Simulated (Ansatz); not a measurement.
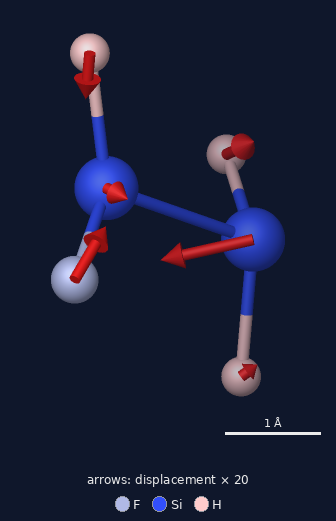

This is a relaxation of Si2H3F. The starting structure is drawn; red arrows show the displacements, magnified 20 times. The two geometries are superimposed by the best rigid fit.

A ball-and-stick model, seen from a free direction.

It is one of the separated reactants of a reaction.

All numbers below come from RKS PBE0-D4/def2-TZVP in Ansatz 0.2.0. Set-up: force threshold 0.005 eV/Å; at most 200 steps.

What happened in the run?

Over 8 geometry steps the energy falls by 4.62 kJ/mol. The largest force component goes from 1.1 to 0.003 eV/Å. A Si atom moves most after the best rigid fit: 0.050 Å. Largest moves by element: Si 0.050 Å, F 0.038 Å, H 0.030 Å. Some distances before and after: F–Si 1.641 → 1.597 Å, Si–Si 2.216 → 2.184 Å, H–Si 1.513 → 1.490 Å. Bond angles that change, for instance: Si–Si–H 111.5° → 113.9°.
